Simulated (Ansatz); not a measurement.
Geometry relaxation, with input and output: SiH$_{4}$ClF (part 1 of 2)

- system: SiH$_{4}$ClF
- method: RKS B3LYP/def2-SVP (Ansatz 0.2.0)

It belongs to a series of runs on one base structure; here: end point B relaxed. Figures and captions count atoms from 1; the log counts them from 0 in places.

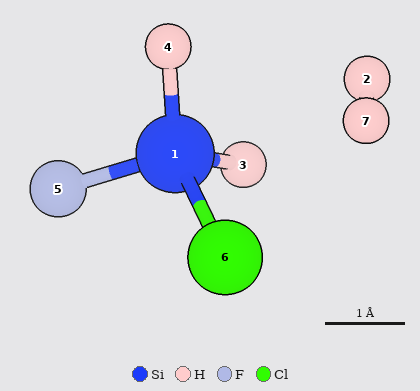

The structure as given in the input (ball-and-stick view, seen at a tilt; atoms are numbered from 1 in the order of the input). Bond lengths as drawn: Cl–Si 2.11 Å, F–Si 1.62 Å, H–H 0.72 Å and H–Si 1.48 Å.

Input file
```yaml
crystal:
  periodic: [false, false, false]
  atoms:
    - { symbol: Si, position_ang: [-0.480567, -0.239549, -0.289551] }
    - { symbol: H, position_ang: [0.208462, 0.774452, 2.080611] }
    - { symbol: H, position_ang: [0.641866, -0.976794, 0.325287] }
    - { symbol: H, position_ang: [-0.283593, 1.220027, -0.409909] }
    - { symbol: F, position_ang: [-0.695372, -0.830779, -1.783127] }
    - { symbol: Cl, position_ang: [-2.249224, -0.616494, 0.794137] }
    - { symbol: H, position_ang: [-0.461473, 0.563137, 2.228453] }
basis:
  gaussian: { orbitals: def2-SVP }
hamiltonian:
  xc: b3lyp
relax:
  f_tol: 0.03
  max_steps: 50
output:
  orbitals: {}
```

Run on 1 thread of Arm Neoverse V2, 24 GiB of memory available, shared host.

Command:
```bash
ansatz run input.yaml --threads 1 --pin off --max-ram 2048MiB --backend cpu --events-out ev --progress --plain --runs-dir out
```

What the program printed
```
The last accepted step is kept in [file] (removed where the run ends without a failure and the disk answers)
Engine: ansatz 0.2.0, aarch64-unknown-linux-gnu
Functional definition: B3LYP
  parameter a0 = 0.2
  parameter ax = 0.72
  parameter ac = 0.81
  exchange = (1 - a0 - ax)*slater_x + ax*b88_x + a0*exact_x
  correlation = (1 - ac)*vwn_rpa_c + ac*lyp_c
700 factors; integrals over basis functions are off by at most 2.7e-4 eV
mean field evaluation 1: about -23174.9844 eV, gradient 3.1e1 eV
mean field evaluation 2: about -23172.7974 eV, gradient 5.0e1 eV
mean field evaluation 4: about -23176.5321 eV, gradient 1.0e0 eV
mean field evaluation 8: about -23176.5405 eV, gradient 6.1e-3 eV
mean field -23176.54054946 eV, -851.7221555692 hartree, gradient 4.4e-5 eV, S^2 0.000000; 0 other end points of the search recorded, 0 dependent functions left out
the calculation of the forces begins
reference -23176.54075780 eV, -851.7221632256 hartree; 22, 22 occupied and 48, 48 virtual orbitals, 700 factors
relax step   1: F+E_penalty+E_count = -23176.54054946 eV  Δ(F+E_penalty+E_count) = +0.000e0 eV  max|allowed force component| = 1.668e0 eV/Å  Δτ_max = 0.0000 Å  (22 SCF iters, accepted)
these checks for a lower state are left out or cut short: starts, cluster_reference, orbital_swaps, neighbouring_geometries, increment
700 factors; integrals over basis functions are off by at most 2.9e-4 eV
mean field evaluation 16: about -23176.6655 eV, gradient 5.6e-2 eV
mean field -23176.66547175 eV, -851.7267463786 hartree, gradient 6.8e-5 eV, S^2 0.000000; 0 other end points of the search recorded, 0 dependent functions left out
[... from here on the field's lines of each further geometry are left out, up to the last ...]
relax step   2: F+E_penalty+E_count = -23176.66547175 eV  Δ(F+E_penalty+E_count) = -1.249e-1 eV  max|allowed force component| = 1.897e-1 eV/Å  Δτ_max = 0.1993 Å  (24 SCF iters, accepted)
relax step   3: F+E_penalty+E_count = -23176.70199840 eV  Δ(F+E_penalty+E_count) = -3.653e-2 eV  max|allowed force component| = 1.685e-1 eV/Å  Δτ_max = 0.1987 Å  (24 SCF iters, accepted)
relax step   4: F+E_penalty+E_count = -23176.67481267 eV  Δ(F+E_penalty+E_count) = +2.719e-2 eV  max|allowed force component| = 9.763e-1 eV/Å  Δτ_max = 0.0759 Å  (24 SCF iters, rejected (line search))
relax step   5: F+E_penalty+E_count = -23176.70633774 eV  Δ(F+E_penalty+E_count) = -4.339e-3 eV  max|allowed force component| = 3.921e-2 eV/Å  Δτ_max = 0.0371 Å  (24 SCF iters, accepted)
relax step   6: F+E_penalty+E_count = -23176.71158499 eV  Δ(F+E_penalty+E_count) = -5.247e-3 eV  max|allowed force component| = 2.864e-2 eV/Å  Δτ_max = 0.1000 Å  (25 SCF iters, accepted)
relax step   7: F+E_penalty+E_count = -23176.71328222 eV  Δ(F+E_penalty+E_count) = -1.697e-3 eV  max|allowed force component| = 2.037e-2 eV/Å  Δτ_max = 0.0721 Å  (22 SCF iters, accepted)
relax step   8: F+E_penalty+E_count = -23176.71405397 eV  Δ(F+E_penalty+E_count) = -7.718e-4 eV  max|allowed force component| = 3.710e-2 eV/Å  Δτ_max = 0.0662 Å  (25 SCF iters, accepted)
relax step   9: F+E_penalty+E_count = -23176.71479753 eV  Δ(F+E_penalty+E_count) = -7.436e-4 eV  max|allowed force component| = 1.002e-1 eV/Å  Δτ_max = 0.0736 Å  (24 SCF iters, accepted)
relax step  10: F+E_penalty+E_count = -23176.71562109 eV  Δ(F+E_penalty+E_count) = -8.236e-4 eV  max|allowed force component| = 1.381e-1 eV/Å  Δτ_max = 0.0626 Å  (24 SCF iters, accepted)
relax step  11: F+E_penalty+E_count = -23176.71658130 eV  Δ(F+E_penalty+E_count) = -9.602e-4 eV  max|allowed force component| = 1.425e-1 eV/Å  Δτ_max = 0.0669 Å  (24 SCF iters, accepted)
relax step  12: F+E_penalty+E_count = -23176.71725658 eV  Δ(F+E_penalty+E_count) = -6.753e-4 eV  max|allowed force component| = 1.169e-1 eV/Å  Δτ_max = 0.0569 Å  (24 SCF iters, accepted)
relax step  13: F+E_penalty+E_count = -23176.71767064 eV  Δ(F+E_penalty+E_count) = -4.141e-4 eV  max|allowed force component| = 1.317e-1 eV/Å  Δτ_max = 0.0760 Å  (24 SCF iters, accepted)
relax step  14: F+E_penalty+E_count = -23176.71812149 eV  Δ(F+E_penalty+E_count) = -4.508e-4 eV  max|allowed force component| = 1.229e-1 eV/Å  Δτ_max = 0.0488 Å  (24 SCF iters, accepted)
relax step  15: F+E_penalty+E_count = -23176.71869472 eV  Δ(F+E_penalty+E_count) = -5.732e-4 eV  max|allowed force component| = 6.765e-2 eV/Å  Δτ_max = 0.0377 Å  (25 SCF iters, accepted)
relax step  16: F+E_penalty+E_count = -23176.71952210 eV  Δ(F+E_penalty+E_count) = -8.274e-4 eV  max|allowed force component| = 4.594e-2 eV/Å  Δτ_max = 0.0968 Å  (24 SCF iters, accepted)
relax step  17: F+E_penalty+E_count = -23176.71953257 eV  Δ(F+E_penalty+E_count) = -1.047e-5 eV  max|allowed force component| = 1.651e-1 eV/Å  Δτ_max = 0.1970 Å  (22 SCF iters, accepted)
relax step  18: F+E_penalty+E_count = -23176.72051880 eV  Δ(F+E_penalty+E_count) = -9.862e-4 eV  max|allowed force component| = 5.810e-2 eV/Å  Δτ_max = 0.0481 Å  (22 SCF iters, accepted)
relax step  19: F+E_penalty+E_count = -23176.72080133 eV  Δ(F+E_penalty+E_count) = -2.825e-4 eV  max|allowed force component| = 3.205e-2 eV/Å  Δτ_max = 0.0314 Å  (22 SCF iters, accepted)
relax step  20: F+E_penalty+E_count = -23176.72132279 eV  Δ(F+E_penalty+E_count) = -5.215e-4 eV  max|allowed force component| = 5.108e-2 eV/Å  Δτ_max = 0.1177 Å  (22 SCF iters, accepted)
relax step  21: F+E_penalty+E_count = -23176.72139695 eV  Δ(F+E_penalty+E_count) = -7.416e-5 eV  max|allowed force component| = 7.933e-2 eV/Å  Δτ_max = 0.0865 Å  (22 SCF iters, accepted)
relax step  22: F+E_penalty+E_count = -23176.72159555 eV  Δ(F+E_penalty+E_count) = -1.986e-4 eV  max|allowed force component| = 4.409e-2 eV/Å  Δτ_max = 0.0092 Å  (20 SCF iters, accepted)
relax step  23: F+E_penalty+E_count = -23176.72172045 eV  Δ(F+E_penalty+E_count) = -1.249e-4 eV  max|allowed force component| = 1.159e-3 eV/Å  Δτ_max = 0.0098 Å  (21 SCF iters, accepted)
the calculation of the forces begins
reference -23176.72203183 eV, -851.7288249234 hartree; 22, 22 occupied and 48, 48 virtual orbitals, 700 factors
relax step  24: F+E_penalty+E_count = -23176.72179817 eV  Δ(F+E_penalty+E_count) = -7.772e-5 eV  max|allowed force component| = 3.201e-3 eV/Å  Δτ_max = 0.0368 Å  (22 SCF iters, accepted)
```

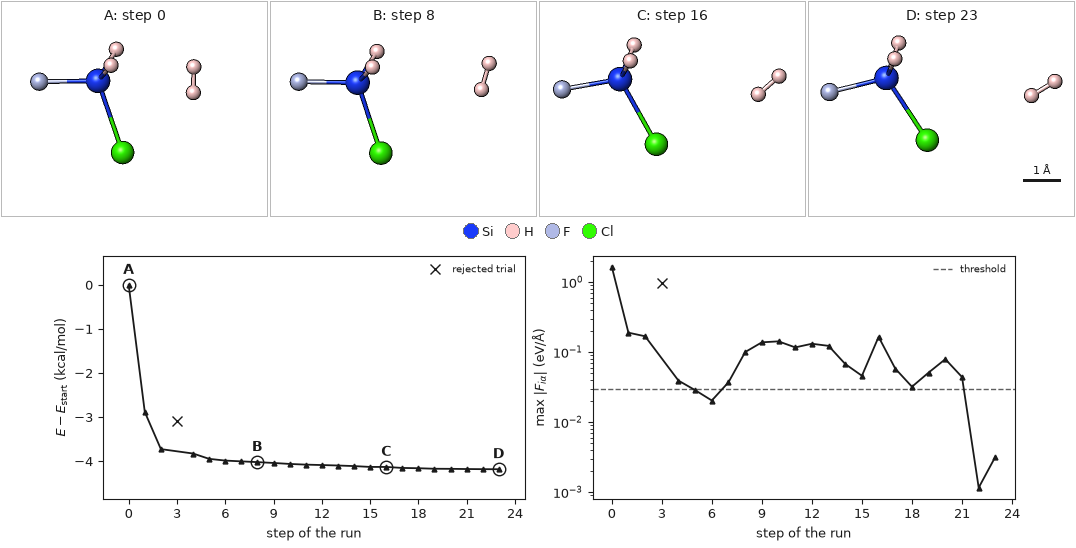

Frames of the relaxation (ball-and-stick view, seen at a tilt) above the curves, on which the letters mark them (the first geometry is step 0 here and step 1 in the log).

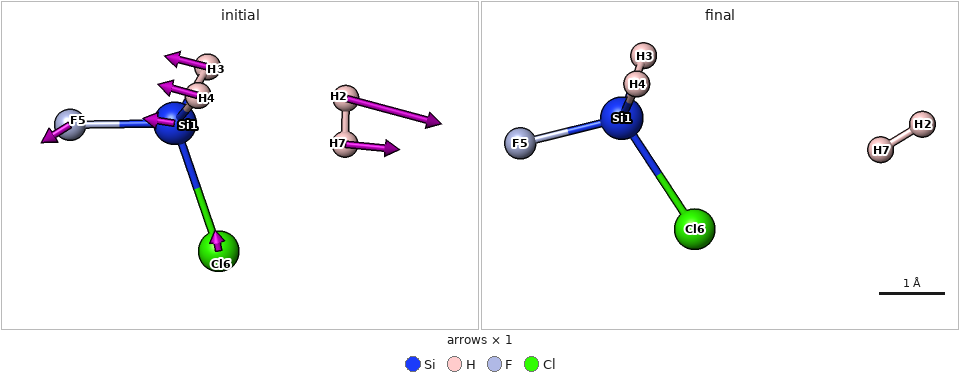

Before (left) and after (right) the relaxation, at one scale (ball-and-stick view, seen at a tilt). The pink arrows give the displacements, at true length. The atom that moves furthest after the best rigid fit is H2 (1.54 Å). By element the largest moves are H 1.54 Å, F 0.54 Å, Si 0.52 Å, Cl 0.35 Å. Among the contacts that change: Si1–Cl6 2.108 → 2.064 Å, H2–H7 0.718 → 0.761 Å. The energy falls by 4.18 kcal/mol in 23 geometry steps. Largest force component: 1.7 eV/Å at the start, 0.0032 eV/Å at the end. The line search rejected the trial step at point 3 (counted from 0) and went back. (Atoms are counted from 1 in the order of the input.)

```
700 factors; integrals over basis functions are off by at most 3.0e-4 eV
mean field -23176.72179816 eV, -851.7288163363 hartree, gradient 2.4e-5 eV, S^2 0.000000; 1 other end points of the search recorded, 0 dependent functions left out
the calculation of the forces begins
reference -23176.72203183 eV, -851.7288249234 hartree; 22, 22 occupied and 48, 48 virtual orbitals, 700 factors
Total energy: -23176.72203183 eV, -851.7288249234 hartree
Atom 0 at    -0.500906    -0.409249    -0.777659 Å, force     0.000154     0.003201     0.002069 eV/Å
Atom 1 at     0.098876     1.214179     3.528163 Å, force    -0.000327     0.000321     0.001368 eV/Å
Atom 2 at     0.690435    -1.181208    -0.360353 Å, force    -0.001355    -0.001709     0.000543 eV/Å
Atom 3 at    -0.214275     1.015217    -1.057014 Å, force    -0.000505     0.000325    -0.001157 eV/Å
Atom 4 at    -1.096407    -1.081900    -2.124972 Å, force    -0.000950    -0.000791     0.000404 eV/Å
Atom 5 at    -1.934140    -0.528680     0.703317 Å, force     0.002734    -0.001204    -0.002544 eV/Å
Atom 6 at    -0.363485     0.865641     3.034419 Å, force     0.000249    -0.000144    -0.000683 eV/Å
Dipole moment:     0.262931     0.117211     0.029395 e Å
```

Trajectory as extended XYZ (Å, eV, eV/Å), 24 frames, from step=1 to step=24
```
7
Properties=species:S:1:pos:R:3:forces:R:3 step=1 energy=-23176.54055
Si   -0.4806   -0.2395   -0.2896   -0.6103  -0.2103   0.0947
H     0.2085    0.7745    2.0806    1.6682   0.6048  -0.1457
H     0.6419   -0.9768    0.3253   -0.0002   0.0019   0.0032
H    -0.2836    1.2200   -0.4099    0.0086  -0.0070   0.0178
F    -0.6954   -0.8308   -1.7831   -0.0012   0.0039   0.0063
Cl   -2.2492   -0.6165    0.7941    0.3870   0.0088  -0.4540
H    -0.4615    0.5631    2.2285   -1.4521  -0.4021   0.4776
7
Properties=species:S:1:pos:R:3:forces:R:3 step=2 energy=-23176.66547
Si   -0.5218   -0.2727   -0.3380   -0.1622  -0.0649  -0.0247
H     0.2987    0.8629    2.2347    0.0803   0.0619   0.0825
H     0.6039   -0.9932    0.2954   -0.0428  -0.0263   0.0084
H    -0.3111    1.1889   -0.4293   -0.0440  -0.0165   0.0081
F    -0.6903   -0.8451   -1.8445   -0.0116  -0.0037  -0.0043
Cl   -2.2869   -0.6666    0.6910    0.1897   0.0227  -0.1596
H    -0.4125    0.6198    2.3366   -0.0094   0.0269   0.0896
7
Properties=species:S:1:pos:R:3:forces:R:3 step=3 energy=-23176.70200
Si   -0.5380   -0.3021   -0.4088   -0.1573  -0.0554  -0.0075
H     0.3412    0.9382    2.4136    0.0666   0.0383   0.0321
H     0.5831   -1.0256    0.2296   -0.0235  -0.0046   0.0191
H    -0.3321    1.1606   -0.4943   -0.0195  -0.0115   0.0194
F    -0.7050   -0.8722   -1.9163    0.0088   0.0033  -0.0043
Cl   -2.2990   -0.6960    0.6162    0.1685   0.0384  -0.0843
H    -0.3702    0.6911    2.5060   -0.0435  -0.0086   0.0256
7
Properties=species:S:1:pos:R:3:forces:R:3 step=4 energy=-23176.67481 accepted=F
Si   -0.5690   -0.3258   -0.4621    0.9763   0.3983   0.9405
H     0.3666    0.9734    2.4759    0.0235   0.0197   0.0271
H     0.5691   -1.0475    0.2410   -0.4835   0.2656  -0.4310
H    -0.3507    1.1606   -0.4902   -0.0804  -0.4061  -0.1244
F    -0.7036   -0.8790   -1.9605   -0.0717  -0.1800  -0.5070
Cl   -2.2873   -0.7082    0.5812   -0.3532  -0.0972   0.0824
H    -0.3449    0.7206    2.5606   -0.0110  -0.0003   0.0124
7
Properties=species:S:1:pos:R:3:forces:R:3 step=5 energy=-23176.70634
Si   -0.5445   -0.3091   -0.4227   -0.0016  -0.0018   0.0292
H     0.3518    0.9540    2.4454   -0.0061   0.0105   0.0344
H     0.5748   -1.0320    0.2241   -0.0392   0.0095  -0.0178
H    -0.3394    1.1553   -0.4989   -0.0142  -0.0286  -0.0014
F    -0.7047   -0.8755   -1.9311    0.0012  -0.0084  -0.0327
Cl   -2.2966   -0.7006    0.6019    0.0365   0.0054  -0.0253
H    -0.3613    0.7018    2.5272    0.0234   0.0135   0.0136
7
Properties=species:S:1:pos:R:3:forces:R:3 step=6 energy=-23176.71159
Si   -0.5594   -0.3254   -0.4536    0.0201   0.0008  -0.0138
H     0.3827    0.9960    2.5308    0.0053   0.0088   0.0174
H     0.5548   -1.0481    0.1989   -0.0171  -0.0016   0.0046
H    -0.3569    1.1387   -0.5220   -0.0126  -0.0050   0.0072
F    -0.6963   -0.8824   -1.9687   -0.0213  -0.0080  -0.0006
Cl   -2.3157   -0.7233    0.5575    0.0286   0.0049  -0.0191
H    -0.3291    0.7386    2.6030   -0.0030   0.0001   0.0044
```
